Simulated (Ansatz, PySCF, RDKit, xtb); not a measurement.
# CH2ClF: a search for the lowest isomer, part 2 of 2

Given the formula CH2ClF and nothing else, which arrangement of the atoms is the most stable in the gas at 298.15 K, and what are its properties?

xtb, Ansatz and PySCF; isolated molecules. The steps go on from the part before.

**13. Electronic excitations (TD-B3LYP/def2-SVPD)**

An in-house driver calls PySCF's response routines at TD-B3LYP/def2-SVPD; it has no typed input.

Standard output:

```text
coarse grid: 5040 points
cycle   1  E = -599.0188630842  dE =  1.908e-01  |g| = 4.506e-01  |ddm| = 2.369e+00
cycle   2  E = -598.9625212640  dE =  5.634e-02  |g| = 7.289e-01  |ddm| = 9.042e-01
cycle   3  E = -599.0580882710  dE = -9.557e-02  |g| = 3.686e-02  |ddm| = 5.454e-01
cycle   4  E = -599.0582606096  dE = -1.723e-04  |g| = 2.153e-02  |ddm| = 5.674e-02
cycle   5  E = -599.0583634087  dE = -1.028e-04  |g| = 4.855e-03  |ddm| = 2.526e-02
cycle   6  E = -599.0583690455  dE = -5.637e-06  |g| = 1.097e-03  |ddm| = 6.307e-03
final grid: 45304 points
cycle   7  E = -599.1233491642  dE = -1.155e-05  |g| = 4.406e-03  |ddm| = 2.268e-02
cycle   8  E = -599.1233454042  dE =  3.760e-06  |g| = 6.441e-03  |ddm| = 7.950e-03
cycle   9  E = -599.1233525605  dE = -7.156e-06  |g| = 5.075e-04  |ddm| = 4.549e-03
cycle  10  E = -599.1233526149  dE = -5.439e-08  |g| = 9.384e-05  |ddm| = 6.884e-04
cycle  11  E = -599.1233526167  dE = -1.813e-09  |g| = 3.895e-05  |ddm| = 1.404e-04
cycle  12  E = -599.1233526171  dE = -3.839e-10  |g| = 8.904e-06  |ddm| = 4.880e-05
converged SCF energy = -599.1233526171

Static polarisability (au): isotropic 30.549, principal 26.614 27.936 37.096

Singlet excitations
state   eV       nm        f      main configurations
  1   7.2394    171.3   0.00223   H->L 0.96
  2   7.7054    160.9   0.00289   H-1->L 0.96
  3   8.1249    152.6   0.00985   H->L+1 0.96
  4   8.6401    143.5   0.05713   H-1->L+1 0.97
  5   8.8389    140.3   0.00300   H->L+2 0.97
  6   9.1401    135.6   0.06765   H->L+3 0.98
  7   9.3202    133.0   0.01603   H-1->L+2 0.61, H-2->L 0.36
  8   9.4902    130.6   0.00365   H-3->L 0.96

Triplet excitations (Tamm-Dancoff, eV): 6.5672 6.9681 7.9387
```

Run time: 9.3 s. Hardware: 1 thread of AMD EPYC (Zen 3), shared host.

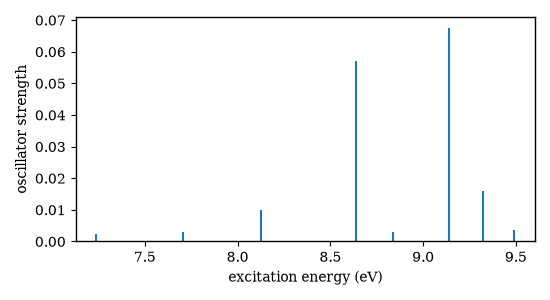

Vertical excitations as sticks.

The roots found:

```tsv
excited state	energy (eV)	strength
1	7.239	0.0022
2	7.705	0.0029
3	8.125	0.0098
4	8.640	0.0571
5	8.839	0.0030
6	9.140	0.0677
7	9.320	0.0160
8	9.490	0.0037
```

**14. NMR shieldings (GIAO PBE0/pcSseg-1)**

An in-house driver calls PySCF's response routines at GIAO PBE0/pcSseg-1; it has no typed input.

Standard output:

```text
coarse grid: 5040 points
cycle   1  E = -598.9463123737  dE =  2.187e-01  |g| = 4.884e-01  |ddm| = 1.780e+00
cycle   2  E = -598.9013730428  dE =  4.494e-02  |g| = 7.254e-01  |ddm| = 6.814e-01
cycle   3  E = -598.9908875353  dE = -8.951e-02  |g| = 2.992e-02  |ddm| = 3.855e-01
cycle   4  E = -598.9910240001  dE = -1.365e-04  |g| = 1.760e-02  |ddm| = 4.292e-02
cycle   5  E = -598.9910804399  dE = -5.644e-05  |g| = 3.915e-03  |ddm| = 1.802e-02
cycle   6  E = -598.9910835802  dE = -3.140e-06  |g| = 1.204e-03  |ddm| = 3.432e-03
final grid: 45304 points
cycle   7  E = -599.0144129844  dE = -1.837e-05  |g| = 4.865e-03  |ddm| = 9.695e-03
cycle   8  E = -599.0144104232  dE =  2.561e-06  |g| = 6.230e-03  |ddm| = 5.514e-03
cycle   9  E = -599.0144167414  dE = -6.318e-06  |g| = 6.845e-04  |ddm| = 3.105e-03
cycle  10  E = -599.0144168044  dE = -6.301e-08  |g| = 8.995e-05  |ddm| = 5.191e-04
cycle  11  E = -599.0144168059  dE = -1.458e-09  |g| = 2.306e-05  |ddm| = 8.557e-05
cycle  12  E = -599.0144168060  dE = -1.081e-10  |g| = 8.526e-06  |ddm| = 2.368e-05
converged SCF energy = -599.0144168060

GIAO shielding tensors (ppm)
atom      isotropic    diamagn.    paramagn.     s11        s22        s33       span
  0 C       87.321     241.035    -153.714     44.579     86.498    130.886     86.308
  1 Cl     749.077    1145.397    -396.321    433.610    777.732   1035.888    602.277
  2 F      356.384     471.147    -114.763    289.767    323.094    456.292    166.524
  3 H       25.330      27.348      -2.018     19.839     25.938     30.213     10.373
  4 H       25.330      27.067      -1.737     19.839     25.938     30.213     10.373
```

It took 6.9 s on 1 thread of AMD EPYC (Zen 3), shared host.

Isotropic shieldings, averaged over atoms that the bond graph makes equivalent (absolute, not shifts):

```tsv
atoms	shielding (ppm)
C1	87.3
Cl2	749.1
F3	356.4
H4, H5	25.33
```

**15. The cation at the same geometry (PBE0/def2-TZVPD)**

Input file input.yaml:

```yaml
crystal:
  periodic: [false, false, false]
  atoms:
    - {symbol: C, position_ang: [0.217335, -0.115803, -0.115695]}
    - {symbol: Cl, position_ang: [0.017127, -1.100866, -1.593962]}
    - {symbol: F, position_ang: [0.347459, 1.193634, -0.423434]}
    - {symbol: H, position_ang: [-0.681337, -0.265540, 0.501169]}
    - {symbol: H, position_ang: [1.126136, -0.470575, 0.393003]}
basis:
  gaussian: {orbitals: def2-TZVPD}
total_charge: 1
magnetization: {spin_polarized: true, initial_magnetization: 1}
hamiltonian: {xc: pbe0}
```

Command:

```bash
$ ansatz run input.yaml --threads 1 --pin off --max-ram 2610MiB --events-out events.jsonl --progress --plain --runs-dir runs
```

Standard output:

```text
Warning: RAYON_NUM_THREADS=1 ignored (pool sized by the plan → 1); use --threads N
Functional definition: PBE0
  name "PBE0"
  parameter a = 0.25
  parameter kappa = 0.804
  parameter beta = 0.06672455060314922
  exchange = (1 - a)*pbe_x(kappa = kappa, mu = beta*pi^2/3) + a*exact_x
  correlation = pbe_c(beta = beta)
781 factors; their error is unknown
mean field evaluation 1: about -16282.7431 eV, gradient 4.9e1 eV
mean field evaluation 2: about -16239.5183 eV, gradient 1.1e2 eV
mean field evaluation 4: about -16291.0214 eV, gradient 9.5e0 eV
mean field evaluation 8: about -16291.4152 eV, gradient 1.4e-1 eV
mean field evaluation 16: about -16291.4438 eV, gradient 2.2e-4 eV
mean field -16291.44382032 eV, -598.6995176594 hartree, gradient 2.2e-5 eV, S^2 0.754241; 1 other end points of the search recorded, 0 dependent functions left out
reference -16291.44384866 eV, -598.6995187009 hartree; 17, 16 occupied and 124, 125 virtual orbitals, 781 factors
Total energy: -16291.44384866 eV, -598.6995187009 hartree
```

It took 23 s on 1 thread of AMD EPYC (Zen 3), shared host.

Difference from the parent: 11.55 eV.

**16. The anion at the same geometry (PBE0/def2-TZVPD)**

Input file input.yaml:

```yaml
crystal:
  periodic: [false, false, false]
  atoms:
    - symbol: C
      position_ang: [0.217335, -0.115803, -0.115695]
    - symbol: Cl
      position_ang: [0.017127, -1.100866, -1.593962]
    - symbol: F
      position_ang: [0.347459, 1.193634, -0.423434]
    - symbol: H
      position_ang: [-0.681337, -0.265540, 0.501169]
    - symbol: H
      position_ang: [1.126136, -0.470575, 0.393003]
basis:
  gaussian:
    orbitals: def2-TZVPD
total_charge: -1
magnetization:
  spin_polarized: true
  initial_magnetization: 1
hamiltonian:
  xc: pbe0
scf:
  lower_state_search: "off"
```

Command:

```bash
$ ansatz run input.yaml --threads 1 --pin off --max-ram 2610MiB --events-out events.jsonl --progress --plain --runs-dir runs
```

Standard output (excerpt; [...] marks lines left out):

```text
Warning: RAYON_NUM_THREADS=1 ignored (pool sized by the plan → 1); use --threads N
Functional definition: PBE0
  name "PBE0"
[...]
781 factors; their error is unknown
[...]
mean field -16301.72813050 eV, -599.0774590876 hartree, gradient 5.0e-6 eV, S^2 0.750627; 0 other end points of the search recorded, 0 dependent functions left out
reference -16301.72816017 eV, -599.0774601779 hartree; 18, 17 occupied and 123, 124 virtual orbitals, 781 factors
Total energy: -16301.72816017 eV, -599.0774601779 hartree
Checks for a lower state left out: stability, starts, cluster_reference, orbital_swaps, neighbouring_geometries, increment
```

Wall time 18 s (1 thread of AMD EPYC (Zen 3), shared host).

Parent less the species with the added electron: -1.27 eV. The extra electron isn't bound at this geometry, so the number measures the basis, not the molecule.

**17. The triplet at the same geometry (PBE0/def2-TZVPD)**

Input file input.yaml:

```yaml
crystal:
  periodic: [false, false, false]
  atoms:
    - {symbol: C, position_ang: [0.217335, -0.115803, -0.115695]}
    - {symbol: Cl, position_ang: [0.017127, -1.100866, -1.593962]}
    - {symbol: F, position_ang: [0.347459, 1.193634, -0.423434]}
    - {symbol: H, position_ang: [-0.681337, -0.265540, 0.501169]}
    - {symbol: H, position_ang: [1.126136, -0.470575, 0.393003]}
basis:
  gaussian: {orbitals: def2-TZVPD}
total_charge: 0
magnetization: {spin_polarized: true, initial_magnetization: 2}
hamiltonian: {xc: {name: PBE0}}
```

Command:

```bash
$ ansatz run input.yaml --threads 1 --pin off --max-ram 2610MiB --events-out events.jsonl --progress --plain --runs-dir runs
```

Standard output:

```text
Warning: RAYON_NUM_THREADS=1 ignored (pool sized by the plan → 1); use --threads N
Functional definition: PBE0
  name "PBE0"
  parameter a = 0.25
  parameter kappa = 0.804
  parameter beta = 0.06672455060314922
  exchange = (1 - a)*pbe_x(kappa = kappa, mu = beta*pi^2/3) + a*exact_x
  correlation = pbe_c(beta = beta)
781 factors; their error is unknown
mean field evaluation 1: about -16293.5967 eV, gradient 2.5e1 eV
mean field evaluation 2: about -16286.6608 eV, gradient 4.5e1 eV
mean field evaluation 4: about -16296.3527 eV, gradient 3.2e0 eV
mean field evaluation 8: about -16296.4074 eV, gradient 1.9e-1 eV
mean field evaluation 16: about -16296.4393 eV, gradient 4.3e-4 eV
mean field evaluation 32: about -16296.3159 eV, gradient 1.3e0 eV
mean field -16296.43932793 eV, -598.8830991780 hartree, gradient 1.7e-5 eV, S^2 2.005510; 3 other end points of the search recorded, 0 dependent functions left out
reference -16296.43937234 eV, -598.8831008101 hartree; 18, 16 occupied and 123, 125 virtual orbitals, 781 factors
Total energy: -16296.43937234 eV, -598.8831008101 hartree
```

Run time: 35 s. Hardware: 1 thread of AMD EPYC (Zen 3), shared host.

It lies 6.56 eV above the singlet.

**18. Stability of the closed-shell solution (PBE0/def2-SVP)**

Input file input.xyz:

```xyz
5

C      0.217335    -0.115803    -0.115695
Cl     0.017127    -1.100866    -1.593962
F      0.347459     1.193634    -0.423434
H     -0.681337    -0.265540     0.501169
H      1.126136    -0.470575     0.393003
```

Input file job.py:

```python
# FCCl
from pyscf import gto, dft

mol = gto.M(
    atom='input.xyz',
    charge=0,
    verbose=3,
    max_memory=1860,
    basis='def2-svp',
    spin=0,
)

mf = dft.RKS(mol)
mf.xc = 'pbe0'
mf = mf.density_fit(auxbasis='def2-universal-jkfit')
mf.grids.level = 3
mf.max_cycle = 100
mf.kernel()
if not mf.converged:
    mf = mf.newton().run(mf.mo_coeff, mf.mo_occ)

etot = mf.e_tot
print(f'total energy: {etot:.8f} hartree')
mo_i, mo_e, stable_i, stable_e = mf.stability(internal=True, external=True, return_status=True)
print('stable: internal', stable_i, 'external', stable_e)
```

Command:

```bash
$ OMP_NUM_THREADS=1 python job.py
```

Standard output:

```text
converged SCF energy = -598.792496939036
total energy: -598.79249694 hartree
<class 'pyscf.df.df_jk.DFRKS'> wavefunction is stable in the internal stability analysis
<class 'pyscf.df.df_jk.DFRKS'> wavefunction is stable in the real -> complex stability analysis
<class 'pyscf.df.df_jk.DFRKS'> wavefunction is stable in the RHF/RKS -> UHF/UKS stability analysis
stable: internal True external True
```

It took 42 s on 1 thread of AMD EPYC (Zen 3), shared host.

**19. Summary of results**

The summary covers parts 1 to 2.

| quantity | value |
| --- | --- |
| lowest structure found | FCCl, singlet, Cs |
| funnel | 11 starts, 6 minima at GFN2-xTB, 5 screening runs, 3 relaxed, 1 ranked |
| CPU time of all runs | 6.7 min |
| harmonic wavenumbers, lowest and highest (r2SCAN-D4/def2-SVP) | 385 and 3158 cm⁻¹ |
| rotational constants, same geometry | 1.415, 0.1861, 0.17 cm⁻¹ |
| dipole moment (PBE0/def2-TZVPD) | 1.81 D |
| HOMO energy (PBE0/def2-TZVPD) | -8.87 eV |
| LUMO energy (PBE0/def2-TZVPD) | 0.00 eV |
| HOMO–LUMO gap (PBE0/def2-TZVPD) | 8.88 eV |
| lowest excitation (TD-B3LYP/def2-SVPD) | 7.24 eV (f = 0.002) |
| strongest of the states computed, same level | 9.14 eV (f = 0.068) |
| lowest triplet excitation, same level, Tamm-Dancoff | 6.57 eV |
| vertical ionisation energy | 11.55 eV |
| vertical electron affinity | -1.27 eV (unbound: the value depends on the basis) |
| vertical triplet less singlet | +6.56 eV |

In words: The lowest structure found is `FCCl`. Only this structure reached the final ranking, so no rival was compared at the last level. The largest share of the time went into the relaxations (52 %). A measured dipole moment is 1.82 D (NIST CCCBDB Release 22 (SRD 101), experimental dipoles). The calculated dipole moment of 1.81 D is off by -0.01 D. The search is not exhaustive (a finite list of starts, one conformer a finalist), so a lower isomer can't be ruled out.
